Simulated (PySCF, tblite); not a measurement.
# C3H10AlFN2: geometry, infrared bands and NMR shifts

Wanted: the infrared bands and NMR shifts of C3H10AlFN2 (`C=CC[NH][Al@H-]([NH3+])[F]`), by calculation.

The runs use tblite 0.8.0 and PySCF 2.14.0, with density-fitted response routines of our own; the level of theory stands in each step. All values are computed, except where a source is named. Atoms count from 0, in the outputs and in this text.

### Step 1. The molecule as given

17 atoms, charge 0, multiplicity 1; geometry from: force field or distance geometry start.

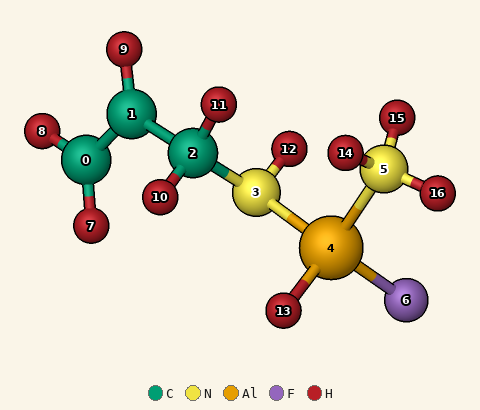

As it starts; carbon teal, nitrogen yellow, aluminium amber, fluorine purple, hydrogen red, atoms numbered.

### Step 2. Relaxing the molecule with GFN2-xTB

The job: settings as JSON, then the geometry in Å.

```
{"job": {"kind": "relax", "xc": "GFN2-xTB", "basis": "xTB"}, "charge": 0, "multiplicity": 1}
C     -3.137700     0.024000     0.333700
C     -2.154100     0.683800    -0.279100
C     -0.728800     0.595100     0.241500
N     -0.237400    -0.762900     0.104500
Al     1.532800    -0.916500     0.858500
N      2.725600     0.196600    -0.142400
F      2.086500    -2.622800     0.750000
H     -2.954700    -0.584100     1.214000
H     -4.153700     0.104700    -0.046500
H     -2.370000     1.293900    -1.132900
H     -0.727300     0.919100     1.301700
H     -0.107600     1.294000    -0.351400
H     -0.152700    -0.991500    -0.895400
H      1.518700    -0.447300     2.374800
H      2.632800     1.197100     0.177300
H      2.504100     0.141800    -1.146100
H      3.716300    -0.113000     0.014600
```

On the command line:

```bash
> OMP_NUM_THREADS=1 python probes_run.py task.json out
```

One launch serves the whole session: the jobs run in the order shown.

Log:

```text
step      E/eV     max force
  0    -631.66007    4.322
  1    -632.09618    2.864
  2    -632.38640    1.594
  3    -632.47001    0.836
  4    -632.52204    0.499
  5    -632.55256    0.420
  6    -632.57340    0.428
  7    -632.59401    0.427
  8    -632.60651    0.350
  9    -632.61874    0.257
 10    -632.62989    0.362
 11    -632.64354    0.414
 12    -632.65752    0.347
 13    -632.66840    0.182
 14    -632.67455    0.199
 15    -632.67993    0.245
 16    -632.68448    0.179
 17    -632.68646    0.263
 18    -632.68851    0.137
 19    -632.69061    0.125
 20    -632.69626    0.181
 21    -632.69908    0.150
 22    -632.70198    0.150
 23    -632.70358    0.106
 24    -632.70529    0.103
 25    -632.70689    0.106
 26    -632.70839    0.109
 27    -632.70973    0.115
 28    -632.71119    0.096
 29    -632.71279    0.135
 30    -632.71425    0.120
 31    -632.71525    0.070
 32    -632.71607    0.070
 33    -632.71723    0.101
 34    -632.71897    0.151
 35    -632.72099    0.180
 36    -632.72286    0.145
 37    -632.72480    0.114
 38    -632.72704    0.150
 39    -632.72990    0.148
 40    -632.73346    0.177
 41    -632.73686    0.130
 42    -632.73981    0.160
 43    -632.74295    0.191
 44    -632.74638    0.157
 45    -632.74978    0.169
 46    -632.75236    0.235
 47    -632.75519    0.202
 48    -632.75893    0.158
 49    -632.76561    0.139
 50    -632.77034    0.110
 51    -632.77476    0.191
 52    -632.77814    0.209
 53    -632.78466    0.189
 54    -632.79044    0.170
 55    -632.79319    0.179
 56    -632.79538    0.279
 57    -632.79828    0.120
 58    -632.80073    0.145
 59    -632.80331    0.189
 60    -632.80593    0.198
 61    -632.80787    0.086
 62    -632.81000    0.110
 63    -632.81200    0.147
 64    -632.81389    0.162
 65    -632.81559    0.121
 66    -632.81710    0.103
 67    -632.81841    0.115
 68    -632.81960    0.106
 69    -632.82076    0.104
 70    -632.82192    0.070
 71    -632.82316    0.072
 72    -632.82429    0.078
 73    -632.82557    0.094
 74    -632.82730    0.102
 75    -632.82968    0.112
 76    -632.83232    0.119
 77    -632.83461    0.100
 78    -632.83644    0.095
 79    -632.83839    0.109
 80    -632.84084    0.150
 81    -632.84307    0.087
 82    -632.84457    0.252
 83    -632.84593    0.116
 84    -632.84741    0.089
 85    -632.84866    0.096
 86    -632.84995    0.142
 87    -632.85095    0.090
 88    -632.85160    0.050
 89    -632.85221    0.045
 90    -632.85288    0.050
 91    -632.85344    0.047
 92    -632.85400    0.068
 93    -632.85464    0.069
 94    -632.85534    0.061
 95    -632.85602    0.054
 96    -632.85658    0.048
 97    -632.85698    0.044
 98    -632.85730    0.040
 99    -632.85760    0.039
100    -632.85787    0.040
101    -632.85810    0.035
102    -632.85827    0.035
103    -632.85845    0.031
104    -632.85871    0.035
105    -632.85908    0.041
106    -632.85943    0.037
107    -632.85966    0.028
108    -632.85979    0.022
109    -632.85991    0.025
110    -632.86004    0.030
111    -632.86021    0.035
112    -632.86035    0.026
113    -632.86045    0.025
114    -632.86053    0.023
115    -632.86063    0.027
116    -632.86078    0.029
117    -632.86100    0.034
118    -632.86127    0.032
119    -632.86153    0.032
120    -632.86175    0.037
121    -632.86196    0.034
122    -632.86219    0.038
123    -632.86247    0.043
124    -632.86283    0.041
125    -632.86328    0.051
126    -632.86390    0.064
127    -632.86477    0.082
128    -632.86600    0.096
129    -632.86749    0.157
130    -632.86899    0.153
131    -632.87043    0.156
132    -632.87103    0.195
133    -632.87146    0.117
134    -632.87210    0.039
135    -632.87226    0.036
136    -632.87251    0.049
137    -632.87269    0.046
138    -632.87292    0.028
139    -632.87317    0.033
140    -632.87350    0.037
141    -632.87386    0.042
142    -632.87416    0.038
143    -632.87438    0.054
144    -632.87453    0.022
145    -632.87465    0.020
146    -632.87475    0.028
147    -632.87486    0.029
148    -632.87496    0.026
149    -632.87505    0.024
150    -632.87514    0.024
151    -632.87523    0.032
152    -632.87529    0.026
153    -632.87535    0.019
154    -632.87543    0.023
155    -632.87554    0.026
156    -632.87570    0.028
157    -632.87586    0.028
158    -632.87598    0.018
159    -632.87603    0.017
160    -632.87606    0.014
161    -632.87609    0.011
162    -632.87610    0.010
```

Run time: 1.1 s. Hardware: 1 thread of Arm Neoverse V1, shared host.

Relaxation path: (not every step is listed)

```tsv
step	energy from step 0 (eV)	largest force (eV/Å)
0	0.0000	4.3222
1	-0.4361	2.8643
2	-0.7263	1.5937
3	-0.8099	0.8362
4	-0.8620	0.4990
5	-0.8925	0.4204
6	-0.9133	0.4280
7	-0.9339	0.4270
8	-0.9464	0.3498
22	-1.0419	0.1499
36	-1.0628	0.1453
50	-1.1103	0.1102
64	-1.1538	0.1618
78	-1.1764	0.0950
92	-1.1939	0.0677
106	-1.1994	0.0369
120	-1.2017	0.0374
134	-1.2120	0.0390
148	-1.2149	0.0257
157	-1.2158	0.0279
158	-1.2159	0.0181
159	-1.2160	0.0173
160	-1.2160	0.0139
161	-1.2160	0.0114
162	-1.2160	0.0096
```

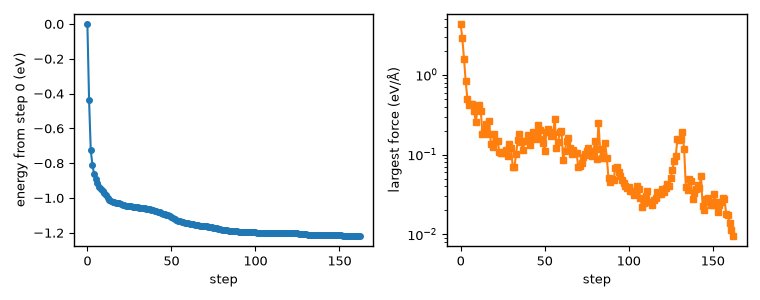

Energy and largest force along the relaxation.

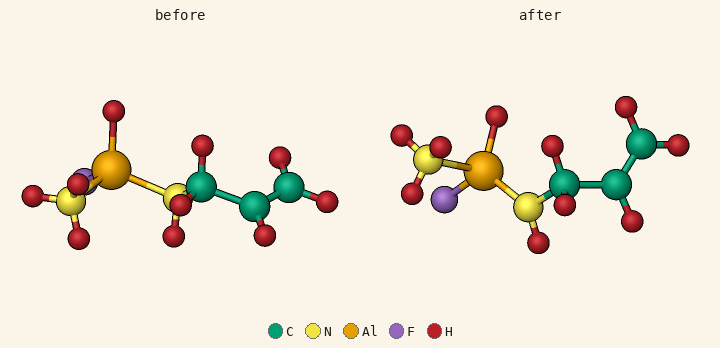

Before and after, at one scale.

Close pairs (by a distance rule), those that changed most:

```tsv
bond	before (Å)	after (Å)	change (Å)
Al4–N5	1.914	2.094	+0.180
Al4–F6	1.797	1.664	-0.133
N3–Al4	1.930	1.798	-0.132
Al4–H13	1.587	1.529	-0.059
N5–H14	1.054	1.014	-0.040
N5–H16	1.050	1.015	-0.035
C1–C2	1.520	1.500	-0.020
C2–H10	1.109	1.094	-0.015
```

The next job starts from the end point, and lists it.

### Step 3. Infrared spectrum with GFN2-xTB

The job: settings as JSON, then the geometry in Å.

```
{"job": {"kind": "ir", "xc": "GFN2-xTB", "basis": "xTB"}, "charge": 0, "multiplicity": 1}
C     -2.899882     0.241897     0.949196
C     -2.218896     0.363557    -0.173889
C     -0.784570     0.795242    -0.253350
N      0.077841    -0.275823    -0.733380
Al     1.190142    -1.188848     0.344502
N      2.805896     0.138257     0.453809
F      2.116980    -2.419572    -0.283720
H     -2.459249     0.484052     1.902256
H     -3.920836    -0.101732     0.968050
H     -2.671547     0.102939    -1.123194
H     -0.431716     1.074248     0.743379
H     -0.708937     1.675816    -0.913925
H     -0.226611    -0.580733    -1.651474
H      0.832724    -1.308699     1.826001
H      2.572974     1.103349     0.661125
H      3.231205     0.097280    -0.470002
H      3.487485    -0.189201     1.131264
```

Log:

```text
mode    cm-1     km/mol
  1      36.9      7.74
  2      41.1      0.92
  3      64.5      6.66
  4      91.4      0.36
  5      97.9      0.08
  6     114.6      9.27
  7     162.2     17.06
  8     204.5      9.93
  9     303.2      7.66
 10     347.0      6.46
 11     373.8     37.06
 12     385.0     54.07
 13     418.0     29.60
 14     514.0     67.31
 15     574.8    234.05
 16     622.3     83.66
 17     642.1    152.77
 18     704.0     96.89
 19     798.1    268.17
 20     892.8      8.49
 21     913.3     12.28
 22     962.1      0.31
 23    1018.7     12.42
 24    1065.4     60.69
 25    1101.0     71.62
 26    1196.4    149.63
 27    1200.5    131.83
 28    1276.8      4.22
 29    1304.5      4.36
 30    1348.3     65.60
 31    1413.7      1.01
 32    1464.5      0.57
 33    1486.1     36.79
 34    1488.8     53.31
 35    1717.3      7.01
 36    1861.4    219.39
 37    2809.0    117.72
 38    2943.0     45.15
 39    3041.6     48.19
 40    3095.5     22.84
 41    3119.3     62.31
 42    3369.0      9.48
 43    3372.7     28.27
 44    3410.2     23.07
 45    3427.9     13.10
```

It took 0.56 s on 1 thread of Arm Neoverse V1, shared host.

Which atoms move in the most intense modes:

```tsv
cm⁻¹	km/mol	atoms
575	234.1	H13 70 %
642	152.8	H13 75 %, F6 17 %
704	96.9	N3 21 %, Al4 15 %, C1 15 %, F6 14 %
798	268.2	Al4 49 %, F6 23 %
1196	149.6	H10 17 %, H15 15 %, H16 14 %, H14 13 %
1200	131.8	H10 18 %, H15 15 %, H16 14 %, H14 13 %
1861	219.4	H13 97 %
2809	117.7	H11 93 %
```

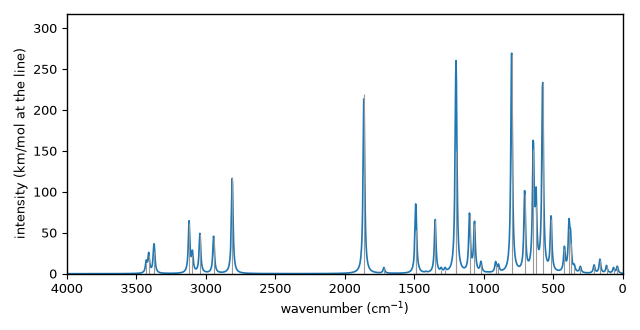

The infrared spectrum from these modes, unscaled. Lines are broadened to a width of 14 cm⁻¹ (Lorentzian).

### Step 4. Shielding tensors: PBE0/pcSseg-1

Settings changed since step 3:

```diff
@@ -1,2 +1,2 @@
-{"job": {"kind": "ir", "xc": "GFN2-xTB", "basis": "xTB"}, "charge": 0, "multiplicity": 1}
+{"job": {"kind": "nmr", "xc": "PBE0", "basis": "pcSseg-1"}, "charge": 0, "multiplicity": 1}
 C     -2.899882     0.241897     0.949196
```

Method: GIAO PBE0/pcSseg-1 NMR shielding, non-relativistic, gas phase.

Log:

```text
coarse grid: 14296 points
cycle   1  E = -571.5299301035  dE =  4.621e-01  |g| = 7.854e-01  |ddm| = 3.523e+00
cycle   2  E = -571.4335983783  dE =  9.633e-02  |g| = 1.127e+00  |ddm| = 1.373e+00
cycle   3  E = -571.6503418683  dE = -2.167e-01  |g| = 8.712e-02  |ddm| = 8.322e-01
cycle   4  E = -571.6517116500  dE = -1.370e-03  |g| = 3.553e-02  |ddm| = 9.101e-02
cycle   5  E = -571.6519790210  dE = -2.674e-04  |g| = 9.265e-03  |ddm| = 3.023e-02
cycle   6  E = -571.6519956999  dE = -1.668e-05  |g| = 4.059e-03  |ddm| = 8.945e-03
cycle   7  E = -571.6519997584  dE = -4.058e-06  |g| = 7.534e-04  |ddm| = 3.528e-03
final grid: 132824 points
cycle   8  E = -571.6927081800  dE = -3.833e-05  |g| = 9.132e-03  |ddm| = 2.384e-02
cycle   9  E = -571.6926970528  dE =  1.113e-05  |g| = 1.165e-02  |ddm| = 1.591e-02
cycle  10  E = -571.6927272383  dE = -3.019e-05  |g| = 1.332e-03  |ddm| = 9.045e-03
cycle  11  E = -571.6927276405  dE = -4.022e-07  |g| = 3.029e-04  |ddm| = 1.174e-03
cycle  12  E = -571.6927276604  dE = -1.985e-08  |g| = 1.039e-04  |ddm| = 2.748e-04
cycle  13  E = -571.6927276627  dE = -2.341e-09  |g| = 2.800e-05  |ddm| = 9.212e-05
cycle  14  E = -571.6927276629  dE = -1.671e-10  |g| = 8.761e-06  |ddm| = 2.875e-05
converged SCF energy = -571.6927276629

GIAO shielding tensors (ppm)
atom      isotropic    diamagn.    paramagn.     s11        s22        s33       span
  0 C       68.765     253.510    -184.746    -37.694     85.652    158.336    196.030
  1 C       35.268     257.321    -222.053    -91.640     47.628    149.816    241.456
  2 C      135.910     243.068    -107.158    114.059    136.803    156.869     42.810
  3 N      227.535     323.695     -96.160    211.208    232.477    238.919     27.711
  4 Al     459.111     796.009    -336.898    393.901    476.804    506.629    112.728
  5 N      229.438     317.828     -88.390    225.297    228.943    234.074      8.777
  6 F      371.947     470.555     -98.608    333.182    353.354    429.305     96.123
  7 H       26.465      31.983      -5.518     23.337     25.662     30.398      7.061
  8 H       26.628      28.002      -1.374     24.266     25.482     30.135      5.869
  9 H       25.552      30.828      -5.276     22.402     25.769     28.486      6.084
 10 H       28.650      33.500      -4.850     24.378     28.973     32.600      8.222
 11 H       27.871      30.375      -2.504     22.677     27.387     33.548     10.870
 12 H       31.617      34.858      -3.241     23.823     30.551     40.476     16.654
 13 H       27.969      32.074      -4.106     24.401     26.260     33.245      8.844
 14 H       29.929      31.578      -1.649     24.037     26.645     39.106     15.070
 15 H       29.790      29.492       0.297     24.877     25.874     38.617     13.740
 16 H       29.894      27.981       1.913     24.223     25.225     40.235     16.012
```

Run time: 29 s. Hardware: 1 thread of Arm Neoverse V1, shared host; peak memory 0.8 GiB.

The references, computed at this level on geometries of the same kind, shield at (ppm): 1H TMS 31.72, 13C TMS 186.9, 19F CFCl3 170.9, 15N NH3 267.7, 27Al AlH4- 490.0. Their shielding less the atom's gives the shift. The references are single molecules in the gas phase, so shifts against H2O, NH3, PH3, H3PO4 or CFCl3 are not on the usual liquid scales and can be off by tens of ppm. Shifts against hydride references such as AlH4− lie on their own scale. Atoms listed in one row are averaged.

```tsv
atoms	environment	σ (ppm)	δ (ppm)
C1	alkene CH	35.3	151.7
C0	terminal =CH2 carbon	68.8	118.2
C2	allylic sp3 CH2 bonded to N	135.9	51.0
H9	hydrogen on an alkene CH	25.55	6.16
H7	hydrogen on a terminal =CH2 carbon	26.47	5.25
H8	hydrogen on a terminal =CH2 carbon	26.63	5.09
H11	hydrogen on an allylic sp3 CH2 bonded to N	27.87	3.85
H13	hydrogen on an aluminium bonded to F, 2 N	27.97	3.75
H10	hydrogen on an allylic sp3 CH2 bonded to N	28.65	3.07
H14, H15, H16	hydrogen on a donor nitrogen of a Lewis adduct	29.87	1.85
H12	hydrogen on a nitrogen bonded to C, Al	31.62	0.10
N3	nitrogen bonded to C, Al, H	227.5	40.2
N5	donor nitrogen of a Lewis adduct	229.4	38.3
Al4	aluminium bonded to F, 2 N, H	459.1	30.9
F6	fluorine bonded to Al	371.9	-201.0
```

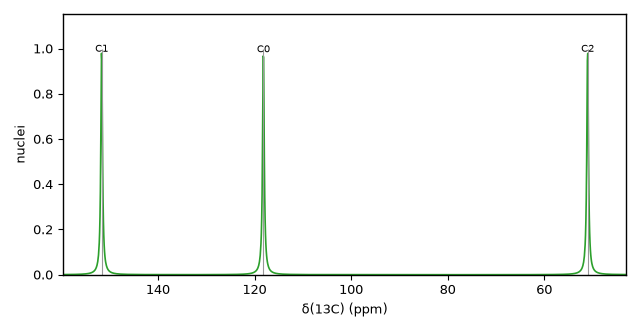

13C lines at the computed shifts, without couplings. Lines are broadened to a width of 0.40 ppm (Lorentzian).

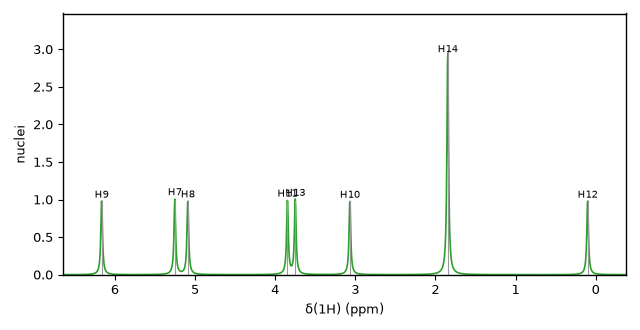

1H lines at the computed shifts, without couplings. Lines are broadened to a width of 0.02 ppm (Lorentzian).

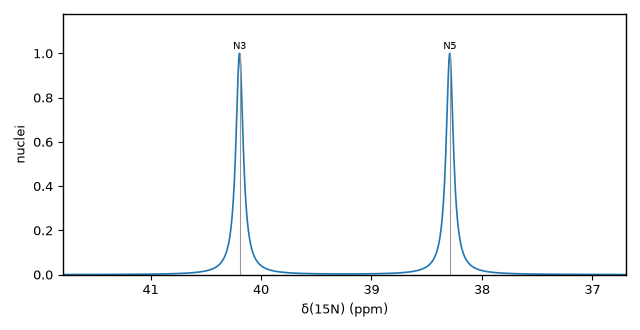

15N lines at the computed shifts, without couplings. Lines are broadened to a width of 0.08 ppm (Lorentzian).

The run also stored atomic charges by several schemes (e):

```tsv
atoms	Mulliken	IAO	Hirshfeld	ESP fit
C0	-0.16	-0.32	-0.11	-0.51
C1	-0.23	-0.13	-0.04	-0.17
C2	0.03	-0.13	-0.03	0.18
N3	-0.79	-0.74	-0.33	-0.90
Al4	1.11	1.06	0.46	1.07
N5	-0.48	-0.62	-0.16	-0.82
F6	-0.55	-0.60	-0.34	-0.51
```

IAO charges:

C0 -0.32; C1 -0.13; C2 -0.13; N3 -0.74; Al4 1.06; N5 -0.62; F6 -0.60; H7 0.14; H8 0.15; H9 0.14; H10 0.12; H11 0.12; H12 0.24; H13 -0.28; H14 0.29; H15 0.29; H16 0.29

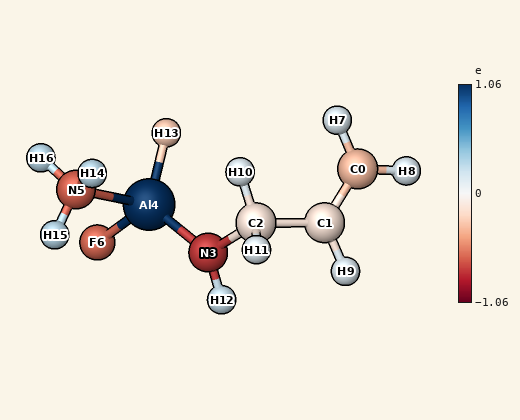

IAO charges, as colours on the atoms.

Mayer bond orders: C0–C1 1.99, C1–C2 1.02, C2–N3 0.97, N3–Al4 0.85, Al4–N5 0.33, Al4–F6 0.80.

### Step 5. Results

```
                                                              quantity                                               value
                             strongest single infrared mode (GFN2-xTB)                                798 cm⁻¹, 268 km/mol
                                          zero-point energy (GFN2-xTB)                                       81.2 kcal/mol
                                13C shifts against TMS (PBE0/pcSseg-1)                              151.7, 118.2, 51.0 ppm
1H shifts against TMS (PBE0/pcSseg-1, means over atoms taken as alike)  6.16, 5.25, 5.09, 3.85, 3.75, 3.07, 1.85, 0.10 ppm
                                15N shifts against NH3 (PBE0/pcSseg-1)                                      40.2, 38.3 ppm
                             27Al shifts against AlH4- (PBE0/pcSseg-1)                                            30.9 ppm
                              19F shifts against CFCl3 (PBE0/pcSseg-1)                                          -201.0 ppm
```

**Reading.** Over 162 steps the energy fell by 1.216 eV; of the close pairs, Al4–N5 changed most, 1.914 to 2.094 Å. All 45 modes are real, so the xTB geometry is a minimum. The strongest single mode, at 798 cm⁻¹, moves mainly Al4 and F6. Unscaled tight-binding wavenumbers are off by several per cent, some by more. Its intensities can rank the bands wrongly. The most deshielded carbon is C1 (alkene CH), at 151.7 ppm: the olefinic region. H9 (hydrogen on an alkene CH) lies farthest downfield among hydrogen, at 6.16 ppm; a vinylic proton, deshielded by the sp2 carbon and the C=C anisotropy. At PBE0/pcSseg-1: Shielding is most anisotropic at C1 (span 241 ppm, paramagnetic term -222 ppm).
